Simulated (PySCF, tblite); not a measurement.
# H11NOSi4: a rotation path, then NMR shifts on frames

Aim: move H11NOSi4 (`[SiH3]O[SiH2]N([SiH3])[SiH3]`) away from its starting geometry and see how NMR shifts follow the geometry.

Computed with tblite 0.8.0 and PySCF 2.14.0, with density-fitted response routines of our own, on a single molecule in the gas phase. Atoms count from 0, in the outputs and in this text.

**1. The starting structure**

17 atoms, charge 0, multiplicity 1; geometry from: GFN2-xTB.

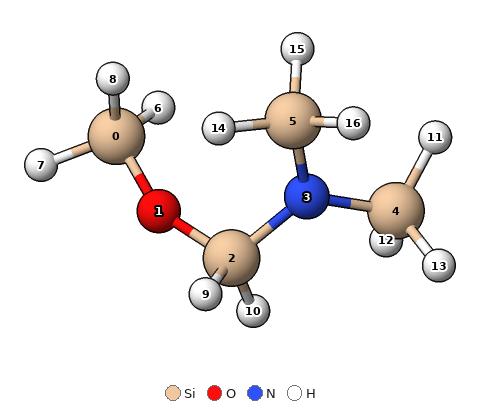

As it starts; silicon light orange, oxygen red, nitrogen blue, hydrogen white, atoms numbered.

**2. The rotation path with GFN2-xTB**

The job: settings as JSON, then the geometry in Å.

```
{"job": {"kind": "neb", "xc": "GFN2-xTB", "basis": "xTB", "atoms": [1, 2, 3, 4], "turn": 120}, "charge": 0, "multiplicity": 1}
Si     2.828197     0.046309     0.107894
O      1.646389    -0.194402    -0.971356
Si     0.107065    -0.406878    -1.418888
N     -0.960424    -0.049376    -0.095293
Si    -2.137116    -1.208755     0.454672
Si    -0.875592     1.516816     0.663716
H      2.731898    -0.958724     1.167179
H      4.041791    -0.114175    -0.691476
H      2.698490     1.397250     0.656059
H     -0.104725     0.530226    -2.518450
H     -0.029928    -1.810381    -1.783002
H     -2.455445    -0.896790     1.848463
H     -1.571645    -2.553435     0.349102
H     -3.340291    -1.103789    -0.379803
H      0.013486     2.375070    -0.115305
H     -0.372413     1.357314     2.032538
H     -2.226736     2.085751     0.684040
```

Method: GFN2-xTB climbing-image nudged elastic band, gas phase.

Launch:

```
OMP_NUM_THREADS=1 python probes_run.py task.json out
```

The driver reads the jobs from task.json and runs them one after another.

Log:

```text
image   E - E0 / eV
  0       0.0000
  1       0.0045
  2       0.0085
  3       0.0088
  4       0.0179
  5       0.0262
  6       0.0273
  7       0.0210
  8      -0.0055
```

Wall time 17 s (1 thread, shared host).

The final band, with the dihedral O1–Si2–N3–Si4:

```
image  dihedral (°)  energy (eV)  energy (kcal/mol)
    0          -125        0.000                0.0
    1          -108        0.005                0.1
    2           -92        0.008                0.2
    3           -77        0.009                0.2
    4           -64        0.018                0.4
    5           -51        0.026                0.6
    6           -37        0.027                0.6
    7           -19        0.021                0.5
    8            -6       -0.005               -0.1
```

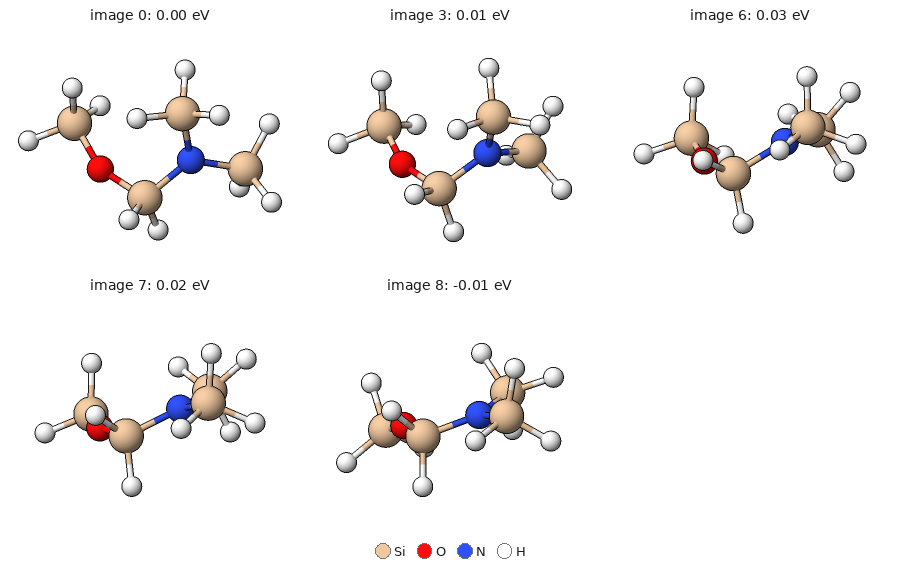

Images along the band.

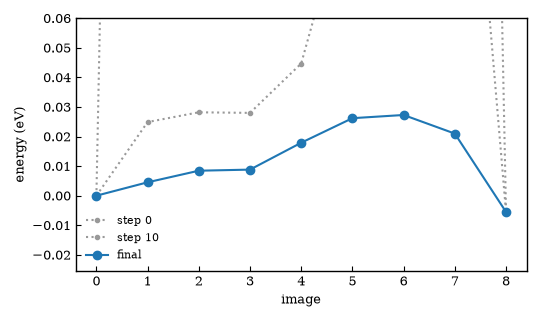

Energy along the band, early and final.

**3. Shielding tensors: image 0, PBE0/pcSseg-1**

The job: settings as JSON, then the geometry in Å.

```
{"job": {"kind": "nmr", "xc": "PBE0", "basis": "pcSseg-1", "pop": false}, "charge": 0, "multiplicity": 1}
Si     2.828200     0.046300     0.107900
O      1.646400    -0.194400    -0.971400
Si     0.107100    -0.406900    -1.418900
N     -0.960400    -0.049400    -0.095300
Si    -2.137100    -1.208800     0.454700
Si    -0.875600     1.516800     0.663700
H      2.731900    -0.958700     1.167200
H      4.041800    -0.114200    -0.691500
H      2.698500     1.397300     0.656100
H     -0.104700     0.530200    -2.518400
H     -0.029900    -1.810400    -1.783000
H     -2.455400    -0.896800     1.848500
H     -1.571600    -2.553400     0.349100
H     -3.340300    -1.103800    -0.379800
H      0.013500     2.375100    -0.115300
H     -0.372400     1.357300     2.032500
H     -2.226700     2.085800     0.684000
```

With the program's defaults for keys left out, this is: GIAO PBE0/pcSseg-1 NMR shielding, non-relativistic, gas phase.

Log:

```text
coarse grid: 15464 points
cycle   1  E = -1293.8133534871  dE =  3.582e-01  |g| = 8.501e-01  |ddm| = 3.749e+00
cycle   2  E = -1293.5877174869  dE =  2.256e-01  |g| = 1.359e+00  |ddm| = 1.790e+00
cycle   3  E = -1293.9412094504  dE = -3.535e-01  |g| = 8.292e-02  |ddm| = 1.301e+00
cycle   4  E = -1293.9422727979  dE = -1.063e-03  |g| = 4.312e-02  |ddm| = 1.077e-01
cycle   5  E = -1293.9425704310  dE = -2.976e-04  |g| = 1.592e-02  |ddm| = 4.001e-02
cycle   6  E = -1293.9426255557  dE = -5.512e-05  |g| = 1.297e-03  |ddm| = 1.641e-02
cycle   7  E = -1293.9426259416  dE = -3.859e-07  |g| = 3.308e-04  |ddm| = 1.828e-03
final grid: 129000 points
cycle   8  E = -1293.9829158532  dE = -9.539e-06  |g| = 7.953e-03  |ddm| = 1.591e-02
cycle   9  E = -1293.9828957666  dE =  2.009e-05  |g| = 1.303e-02  |ddm| = 1.450e-02
cycle  10  E = -1293.9829268447  dE = -3.108e-05  |g| = 3.937e-04  |ddm| = 9.366e-03
cycle  11  E = -1293.9829268672  dE = -2.250e-08  |g| = 1.649e-04  |ddm| = 4.389e-04
cycle  12  E = -1293.9829268725  dE = -5.252e-09  |g| = 3.349e-05  |ddm| = 1.487e-04
cycle  13  E = -1293.9829268727  dE = -2.178e-10  |g| = 6.832e-06  |ddm| = 3.816e-05
converged SCF energy = -1293.9829268727

GIAO shielding tensors (ppm)
atom      isotropic    diamagn.    paramagn.     s11        s22        s33       span
  0 Si     393.453     880.034    -486.581    355.527    362.031    462.803    107.277
  1 O      299.526     401.007    -101.481    236.463    292.778    369.337    132.874
  2 Si     381.524     881.833    -500.310    368.130    381.635    394.807     26.677
  3 N      257.673     335.086     -77.413    209.418    274.972    288.629     79.210
  4 Si     400.209     880.592    -480.383    360.888    374.503    465.237    104.349
  5 Si     402.015     881.762    -479.747    363.294    382.624    460.126     96.832
  6 H       26.543      30.591      -4.048     23.219     25.190     31.222      8.003
  7 H       26.532      28.306      -1.774     22.874     24.627     32.094      9.220
  8 H       26.501      30.571      -4.071     22.891     25.917     30.693      7.802
  9 H       26.703      30.515      -3.812     22.959     24.967     32.183      9.224
 10 H       26.740      30.945      -4.205     22.768     25.687     31.765      8.997
 11 H       26.911      29.675      -2.764     23.438     25.516     31.778      8.340
 12 H       26.887      30.133      -3.245     23.289     25.582     31.791      8.503
 13 H       26.947      28.889      -1.942     22.969     24.820     33.053     10.084
 14 H       26.865      31.421      -4.556     23.554     26.018     31.024      7.470
 15 H       26.931      31.490      -4.559     23.675     24.989     32.130      8.455
 16 H       26.918      29.869      -2.952     23.242     24.889     32.621      9.379
```

It took 64 s on 1 thread, shared host.

Shifts follow as δ = σ(reference) − σ, with reference shieldings (ppm) from runs at the same level and on the same kind of geometry: ¹H TMS 31.72, ²⁹Si TMS 349.2, ¹⁵N NH3 267.7, ¹⁷O H2O 336.1. The references are single molecules in the gas phase, so shifts against H2O, NH3, PH3, H3PO4 or CFCl3 are not on the usual liquid scales and can be off by tens of ppm. Each atom is listed at this fixed geometry, with no averaging over motion; a spectrum would average atoms that exchange fast.

| atoms | environment | σ (ppm) | δ (ppm) |
| --- | --- | --- | --- |
| H8 | hydrogen on a silicon bonded to O | 26.50 | 5.22 |
| H7 | hydrogen on a silicon bonded to O | 26.53 | 5.19 |
| H6 | hydrogen on a silicon bonded to O | 26.54 | 5.17 |
| H9 | hydrogen on a silicon bonded to N, O | 26.70 | 5.01 |
| H10 | hydrogen on a silicon bonded to N, O | 26.74 | 4.98 |
| H14 | hydrogen on a silicon bonded to N | 26.87 | 4.85 |
| H12 | hydrogen on a silicon bonded to N | 26.89 | 4.83 |
| H11 | hydrogen on a silicon bonded to N | 26.91 | 4.81 |
| H16 | hydrogen on a silicon bonded to N | 26.92 | 4.80 |
| H15 | hydrogen on a silicon bonded to N | 26.93 | 4.79 |
| H13 | hydrogen on a silicon bonded to N | 26.95 | 4.77 |
| Si2 | silicon bonded to N, O, 2 H | 381.5 | -32.4 |
| Si0 | silicon bonded to O, 3 H | 393.5 | -44.3 |
| Si4 | silicon bonded to N, 3 H | 400.2 | -51.1 |
| Si5 | silicon bonded to N, 3 H | 402.0 | -52.9 |
| O1 | oxygen bonded to 2 Si | 299.5 | 36.6 |
| N3 | nitrogen bonded to 3 Si | 257.7 | 10.1 |

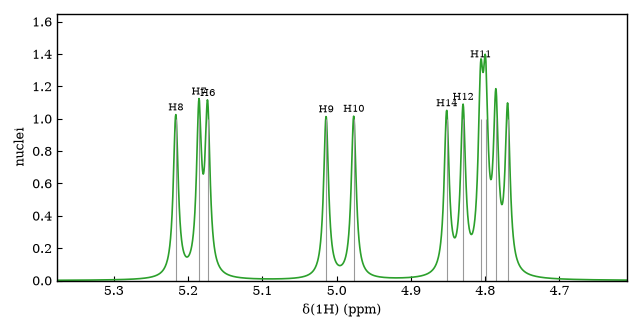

¹H lines at the computed shifts, without couplings. Lines are broadened to a width of 0.01 ppm (Lorentzian).

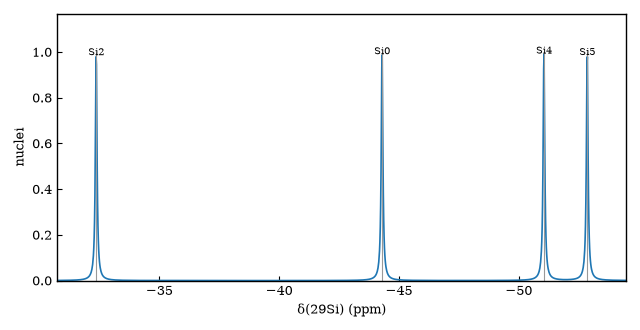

²⁹Si lines at the computed shifts, without couplings. Lines are broadened to a width of 0.08 ppm (Lorentzian).

**4. NMR shieldings: image 3, PBE0/pcSseg-1**

The job: settings as JSON, then the geometry in Å.

```
{"job": {"kind": "nmr", "xc": "PBE0", "basis": "pcSseg-1", "pop": false}, "charge": 0, "multiplicity": 1}
Si     2.754800    -0.626200     0.184600
O      1.627400    -0.296300    -0.928000
Si     0.136800    -0.000700    -1.481400
N     -0.969300     0.242800    -0.163000
Si    -1.528700    -1.163300     0.699200
Si    -1.437300     1.827500     0.386200
H      2.383500    -1.850000     0.896300
H      3.970400    -0.806000    -0.607200
H      2.856800     0.506700     1.104600
H      0.242600     1.221000    -2.264800
H     -0.257900    -1.186100    -2.234400
H     -1.902000    -0.741800     2.049800
H     -0.470300    -2.171400     0.761500
H     -2.694900    -1.705700    -0.008200
H     -0.969100     2.810600    -0.587500
H     -0.849300     2.091100     1.704700
H     -2.900400     1.859800     0.477900
```

Method: GIAO PBE0/pcSseg-1 NMR shielding, non-relativistic, gas phase.

Log:

```text
coarse grid: 15464 points
cycle   1  E = -1293.8134262020  dE =  3.548e-01  |g| = 8.508e-01  |ddm| = 3.749e+00
cycle   2  E = -1293.5872692382  dE =  2.262e-01  |g| = 1.361e+00  |ddm| = 1.858e+00
cycle   3  E = -1293.9413403896  dE = -3.541e-01  |g| = 8.273e-02  |ddm| = 1.363e+00
cycle   4  E = -1293.9424088816  dE = -1.068e-03  |g| = 4.255e-02  |ddm| = 1.108e-01
cycle   5  E = -1293.9426961002  dE = -2.872e-04  |g| = 1.601e-02  |ddm| = 3.926e-02
cycle   6  E = -1293.9427518908  dE = -5.579e-05  |g| = 1.259e-03  |ddm| = 1.601e-02
cycle   7  E = -1293.9427522590  dE = -3.682e-07  |g| = 3.035e-04  |ddm| = 1.775e-03
final grid: 129000 points
cycle   8  E = -1293.9833212392  dE = -1.011e-05  |g| = 8.042e-03  |ddm| = 1.791e-02
cycle   9  E = -1293.9833008506  dE =  2.039e-05  |g| = 1.317e-02  |ddm| = 1.470e-02
cycle  10  E = -1293.9833324238  dE = -3.157e-05  |g| = 4.059e-04  |ddm| = 9.590e-03
cycle  11  E = -1293.9833324474  dE = -2.356e-08  |g| = 1.816e-04  |ddm| = 4.527e-04
cycle  12  E = -1293.9833324538  dE = -6.436e-09  |g| = 3.184e-05  |ddm| = 1.563e-04
cycle  13  E = -1293.9833324540  dE = -1.889e-10  |g| = 7.070e-06  |ddm| = 3.987e-05
converged SCF energy = -1293.9833324540

GIAO shielding tensors (ppm)
atom      isotropic    diamagn.    paramagn.     s11        s22        s33       span
  0 Si     394.067     880.189    -486.121    356.621    361.548    464.033    107.411
  1 O      296.219     401.313    -105.094    233.575    290.320    364.763    131.188
  2 Si     380.785     881.710    -500.925    361.598    383.459    397.298     35.700
  3 N      254.113     334.923     -80.810    199.333    278.864    284.143     84.811
  4 Si     401.652     881.547    -479.895    368.072    375.042    461.841     93.768
  5 Si     395.324     880.840    -485.516    347.653    372.722    465.597    117.943
  6 H       26.483      30.553      -4.070     22.963     25.642     30.843      7.880
  7 H       26.540      28.375      -1.835     22.905     24.681     32.033      9.128
  8 H       26.544      30.700      -4.156     23.053     25.433     31.145      8.092
  9 H       26.787      30.929      -4.142     23.068     25.427     31.865      8.797
 10 H       26.695      30.536      -3.841     23.061     25.087     31.937      8.875
 11 H       26.923      30.461      -3.538     23.582     25.496     31.692      8.110
 12 H       26.777      31.536      -4.759     22.627     26.441     31.263      8.636
 13 H       26.834      29.598      -2.764     23.035     24.629     32.837      9.801
 14 H       26.901      30.166      -3.266     23.519     25.678     31.505      7.986
 15 H       26.788      30.608      -3.820     22.994     25.168     32.201      9.207
 16 H       26.912      29.136      -2.224     23.189     24.982     32.565      9.376
```

Run time: 64 s. Hardware: 1 thread, shared host.

Key values: δ Si2 -31.6, Si0 -44.9, Si5 -46.2, Si4 -52.5, H6 5.23, H7 5.18 ppm.

(Part 1 of 2 ends here.)
